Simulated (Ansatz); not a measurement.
**CH7AlOSi: geometry relaxation**

The run: geometry relaxation of CH7AlOSi, SMILES [CH3][AlH][O][SiH3]. Method and program: RKS PBE-D4/def2-SVP (Ansatz 0.2.0).

The geometry: force-field start. Figures and captions count atoms from 1; the log counts them from 0 in places.

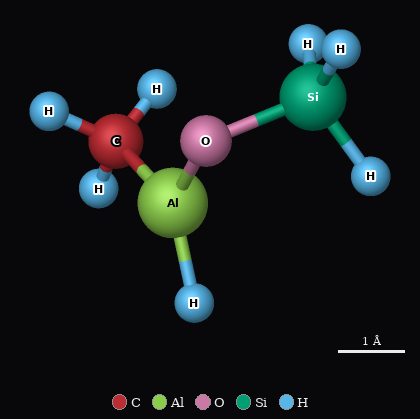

**Figure 1.** The input geometry (ball-and-stick view, seen at a tilt). Sticks mark near contacts. Bond lengths as drawn: Al–C 1.94 Å, Al–H 1.55 Å, Al–O 1.80 Å, C–H 1.11 to 1.15 Å, H–Si 1.43 to 1.50 Å and O–Si 1.78 Å.

**Results in brief**

| quantity | value |
| --- | --- |
| outcome | converged |
| total energy | −17656.2563 eV |
| mean-field energy | −17656.0663 eV |
| dispersion energy | −0.1900 eV |
| SCF solution under orbital rotations | stable |
| largest force (length of the vector) at the end | 0.016 eV/Å |
| dipole moment | 1.10 D |
| hardware | 2 CPU threads, shared host |
| wall time | 24 s (CPU time 45 s) |
| peak memory | 0.19 GiB |

**The input**
```yaml
crystal:
  periodic: [false, false, false]
  atoms:
    - {symbol: C, position_ang: [-1.315800, 1.409900, -0.460500]}
    - {symbol: Al, position_ang: [-0.961900, -0.222600, 0.523300]}
    - {symbol: O, position_ang: [0.616300, -0.396400, 1.381800]}
    - {symbol: Si, position_ang: [1.806200, -1.041700, 0.229000]}
    - {symbol: H, position_ang: [-0.595900, 1.601500, -1.277200]}
    - {symbol: H, position_ang: [-1.352200, 2.329900, 0.227900]}
    - {symbol: H, position_ang: [-2.339500, 1.374900, -0.937100]}
    - {symbol: H, position_ang: [-1.973100, -1.402100, 0.530200]}
    - {symbol: H, position_ang: [3.057900, -1.206900, 0.895100]}
    - {symbol: H, position_ang: [1.873900, -0.134400, -0.887600]}
    - {symbol: H, position_ang: [1.249500, -2.369100, -0.204200]}
basis:
  gaussian: {orbitals: def2-SVP}
hamiltonian: {xc: pbe, dispersion: d4}
relax: {f_tol: 0.03, max_steps: 200}
```

**The program's output**
```
Functional definition: PBE
  name "PBE"
  cite "Perdew, Burke & Ernzerhof, Phys. Rev. Lett. 77, 3865 (1996) doi:10.1103/PhysRevLett.77.3865"
  parent pbe
  parameter kappa = 0.804
  parameter beta = 0.06672455060314922
  exchange = pbe_x(kappa = kappa, mu = beta*pi^2/3)
  correlation = pbe_c(beta = beta)
1096 factors; their error is unknown
mean field evaluation 1: about -17642.2878 eV, gradient 7.7e1 eV
mean field evaluation 2: about -17562.5347 eV, gradient 1.8e2 eV
mean field evaluation 4: about -17654.9303 eV, gradient 1.4e1 eV
mean field evaluation 8: about -17655.4474 eV, gradient 2.7e-1 eV
mean field evaluation 16: about -17655.3848 eV, gradient 1.1e-4 eV
mean field -17655.38479405 eV, -648.8234239316 hartree, gradient 1.3e-5 eV, S^2 0.000000; 0 other end points of the search recorded, 0 dependent functions left out
the calculation of the forces begins
reference -17655.38483711 eV, -648.8234255141 hartree; 24, 24 occupied and 75, 75 virtual orbitals, 1096 factors
relax step   1: F+E_penalty+E_count = -17655.58993628 eV  Δ(F+E_penalty+E_count) = +0.000e0 eV  max|allowed force component| = 2.748e0 eV/Å  Δτ_max = 0.0000 Å  (27 SCF iters, accepted)
these checks for a lower state are left out or cut short: starts, cluster_reference, orbital_swaps, neighbouring_geometries, increment
1096 factors; their error is unknown
mean field -17655.69347733 eV, -648.8347678330 hartree, gradient 1.2e-5 eV, S^2 0.000000; 0 other end points of the search recorded, 0 dependent functions left out
the calculation of the forces begins
reference -17655.69352101 eV, -648.8347694383 hartree; 24, 24 occupied and 75, 75 virtual orbitals, 1096 factors
relax step   2: F+E_penalty+E_count = -17655.89531365 eV  Δ(F+E_penalty+E_count) = -3.054e-1 eV  max|allowed force component| = 1.482e0 eV/Å  Δτ_max = 0.1274 Å  (28 SCF iters, accepted)
these checks for a lower state are left out or cut short: starts, cluster_reference, orbital_swaps, neighbouring_geometries, increment
1096 factors; their error is unknown
mean field evaluation 32: about -17655.8490 eV, gradient 2.2e-5 eV
mean field -17655.84897312 eV, -648.8404821978 hartree, gradient 2.2e-5 eV, S^2 0.000000; 0 other end points of the search recorded, 0 dependent functions left out
the calculation of the forces begins
reference -17655.84901725 eV, -648.8404838196 hartree; 24, 24 occupied and 75, 75 virtual orbitals, 1096 factors
relax step   3: F+E_penalty+E_count = -17656.04841990 eV  Δ(F+E_penalty+E_count) = -1.531e-1 eV  max|allowed force component| = 9.035e-1 eV/Å  Δτ_max = 0.1905 Å  (28 SCF iters, accepted)
these checks for a lower state are left out or cut short: starts, cluster_reference, orbital_swaps, neighbouring_geometries, increment
1096 factors; their error is unknown
mean field -17655.90491395 eV, -648.8425379856 hartree, gradient 6.9e-6 eV, S^2 0.000000; 0 other end points of the search recorded, 0 dependent functions left out
the calculation of the forces begins
reference -17655.90495829 eV, -648.8425396148 hartree; 24, 24 occupied and 75, 75 virtual orbitals, 1096 factors
relax step   4: F+E_penalty+E_count = -17656.10393786 eV  Δ(F+E_penalty+E_count) = -5.552e-2 eV  max|allowed force component| = 5.301e-1 eV/Å  Δτ_max = 0.1061 Å  (28 SCF iters, accepted)
these checks for a lower state are left out or cut short: starts, cluster_reference, orbital_swaps, neighbouring_geometries, increment
1096 factors; their error is unknown
mean field -17655.96879266 eV, -648.8448854847 hartree, gradient 6.9e-6 eV, S^2 0.000000; 0 other end points of the search recorded, 0 dependent functions left out
the calculation of the forces begins
reference -17655.96883683 eV, -648.8448871079 hartree; 24, 24 occupied and 75, 75 virtual orbitals, 1096 factors
relax step   5: F+E_penalty+E_count = -17656.16402095 eV  Δ(F+E_penalty+E_count) = -6.008e-2 eV  max|allowed force component| = 3.576e-1 eV/Å  Δτ_max = 0.1962 Å  (28 SCF iters, accepted)
these checks for a lower state are left out or cut short: starts, cluster_reference, orbital_swaps, neighbouring_geometries, increment
1096 factors; their error is unknown
mean field -17655.99715783 eV, -648.8459278855 hartree, gradient 4.4e-6 eV, S^2 0.000000; 0 other end points of the search recorded, 0 dependent functions left out
the calculation of the forces begins
reference -17655.99720205 eV, -648.8459295105 hartree; 24, 24 occupied and 75, 75 virtual orbitals, 1096 factors
relax step   6: F+E_penalty+E_count = -17656.18920380 eV  Δ(F+E_penalty+E_count) = -2.518e-2 eV  max|allowed force component| = 5.236e-1 eV/Å  Δτ_max = 0.1924 Å  (27 SCF iters, accepted)
these checks for a lower state are left out or cut short: starts, cluster_reference, orbital_swaps, neighbouring_geometries, increment
1096 factors; their error is unknown
mean field -17656.05348573 eV, -648.8479978978 hartree, gradient 2.1e-5 eV, S^2 0.000000; 0 other end points of the search recorded, 0 dependent functions left out
the calculation of the forces begins
reference -17656.05353002 eV, -648.8479995252 hartree; 24, 24 occupied and 75, 75 virtual orbitals, 1096 factors
relax step   7: F+E_penalty+E_count = -17656.24416086 eV  Δ(F+E_penalty+E_count) = -5.496e-2 eV  max|allowed force component| = 9.981e-2 eV/Å  Δτ_max = 0.2000 Å  (27 SCF iters, accepted)
these checks for a lower state are left out or cut short: starts, cluster_reference, orbital_swaps, neighbouring_geometries, increment
1096 factors; their error is unknown
mean field evaluation 64: about -17656.0628 eV, gradient 3.3e-4 eV
mean field -17656.06282738 eV, -648.8483411968 hartree, gradient 1.0e-5 eV, S^2 0.000000; 0 other end points of the search recorded, 0 dependent functions left out
the calculation of the forces begins
reference -17656.06287164 eV, -648.8483428234 hartree; 24, 24 occupied and 75, 75 virtual orbitals, 1096 factors
relax step   8: F+E_penalty+E_count = -17656.25333802 eV  Δ(F+E_penalty+E_count) = -9.177e-3 eV  max|allowed force component| = 1.632e-1 eV/Å  Δτ_max = 0.1550 Å  (27 SCF iters, accepted)
these checks for a lower state are left out or cut short: starts, cluster_reference, orbital_swaps, neighbouring_geometries, increment
1096 factors; their error is unknown
mean field -17656.06579904 eV, -648.8484504035 hartree, gradient 6.4e-6 eV, S^2 0.000000; 0 other end points of the search recorded, 0 dependent functions left out
the calculation of the forces begins
reference -17656.06584332 eV, -648.8484520306 hartree; 24, 24 occupied and 75, 75 virtual orbitals, 1096 factors
relax step   9: F+E_penalty+E_count = -17656.25594091 eV  Δ(F+E_penalty+E_count) = -2.603e-3 eV  max|allowed force component| = 4.402e-2 eV/Å  Δτ_max = 0.0438 Å  (30 SCF iters, accepted)
these checks for a lower state are left out or cut short: starts, cluster_reference, orbital_swaps, neighbouring_geometries, increment
1096 factors; their error is unknown
mean field -17656.06622997 eV, -648.8484662398 hartree, gradient 6.5e-6 eV, S^2 0.000000; 0 other end points of the search recorded, 0 dependent functions left out
the calculation of the forces begins
reference -17656.06627426 eV, -648.8484678676 hartree; 24, 24 occupied and 75, 75 virtual orbitals, 1096 factors
relax step  10: F+E_penalty+E_count = -17656.25624156 eV  Δ(F+E_penalty+E_count) = -3.007e-4 eV  max|allowed force component| = 1.376e-2 eV/Å  Δτ_max = 0.0203 Å  (29 SCF iters, accepted)
1096 factors; their error is unknown
mean field evaluation 96: about -17656.0662 eV, gradient 1.6e-3 eV
```

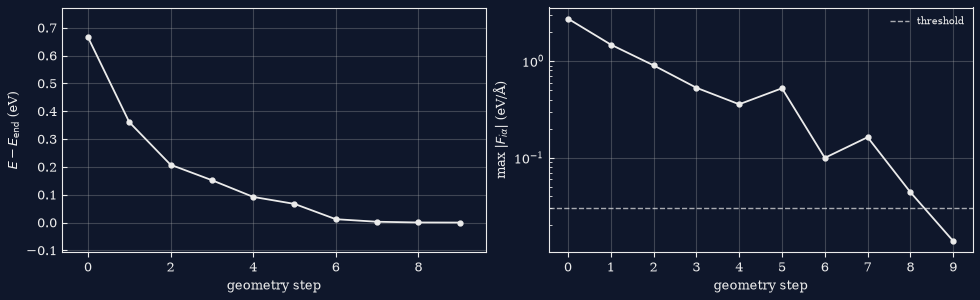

**Figure 2.** Progress of the relaxation, step by step (the first geometry is step 0 here and step 1 in the log).

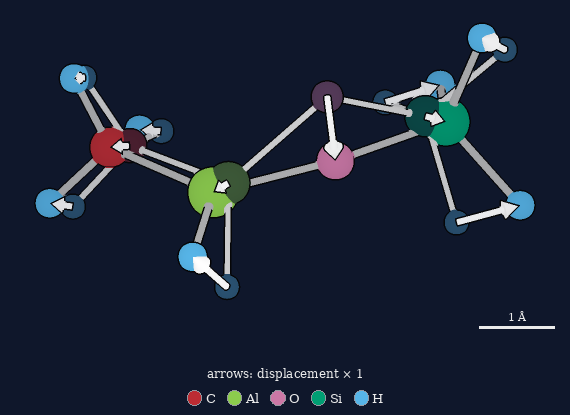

**Figure 3.** Start (faint) and end (solid) with the displacements as white arrows, at true length (ball-and-stick view, seen at a tilt). The two geometries are laid on each other by the best rigid fit. The energy falls by 0.666 eV in 9 geometry steps. Largest force component: 2.7 eV/Å at the start, 0.014 eV/Å at the end. The largest move after the best rigid fit is that of O3, 1.13 Å. Largest moves by element: O 1.13 Å, H 0.91 Å, Si 0.30 Å, C 0.27 Å, Al 0.25 Å. Among the contacts that change: O3–Si4 1.778 → 1.659 Å, Al2–O3 1.805 → 1.719 Å, Si4–H9 1.427 → 1.506 Å, Si4–H10 1.440 → 1.508 Å. Among the angles that change: Al2–O3–Si4 108.2° → 169.7°, O3–Si4–H11 105.0° → 110.3°, H9–Si4–H10 113.2° → 108.3°. (Atoms are counted from 1 in the order of the input.)

```
mean field -17656.06622997 eV, -648.8484662398 hartree, gradient 7.0e-6 eV, S^2 0.000000; 1 other end points of the search recorded, 0 dependent functions left out
the calculation of the forces begins
reference -17656.06627426 eV, -648.8484678676 hartree; 24, 24 occupied and 75, 75 virtual orbitals, 1096 factors
Total energy: -17656.25628585 eV, -648.8554506646 hartree
Atom 0 at    -1.545382     1.558289    -0.432293 Å, force    -0.000380     0.004241    -0.002136 eV/Å
Atom 1 at    -1.173979    -0.163410     0.419311 Å, force     0.006724     0.001054    -0.000870 eV/Å
Atom 2 at     0.409156    -0.830904     0.355084 Å, force    -0.013760     0.008335    -0.002554 eV/Å
Atom 3 at     1.998455    -1.242939     0.116048 Å, force     0.010138    -0.003644    -0.000999 eV/Å
Atom 4 at    -0.820510     1.801631    -1.235822 Å, force     0.000651     0.000806     0.000857 eV/Å
Atom 5 at    -1.489721     2.377892     0.317886 Å, force    -0.000439    -0.004991     0.000713 eV/Å
Atom 6 at    -2.569179     1.592412    -0.860617 Å, force     0.002495    -0.003477    -0.000009 eV/Å
Atom 7 at    -2.254348    -1.024755     1.216853 Å, force    -0.005092    -0.002083     0.005231 eV/Å
Atom 8 at     2.778429    -1.067763     1.392759 Å, force    -0.001371    -0.000577    -0.000355 eV/Å
Atom 9 at     2.627512    -0.377284    -0.947153 Å, force     0.001168     0.000005     0.000003 eV/Å
Atom 10 at     2.104967    -2.680168    -0.321356 Å, force    -0.000133     0.000331     0.000117 eV/Å
Dipole moment:    -0.094291     0.193167    -0.080255 e Å
```

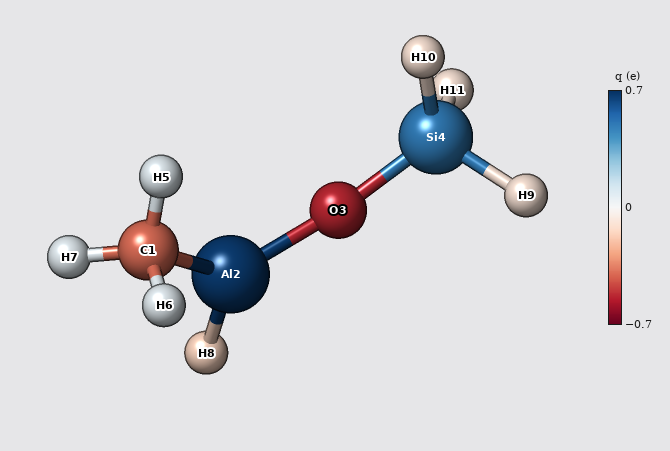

**Figure 4.** Mulliken charges, as the colour of each atom (ball-and-stick view, seen at a tilt; atoms are numbered from 1 in the order of the input). By element: C −0.39, Al +0.67, O −0.53, Si +0.49 and H −0.15 to +0.07 e.
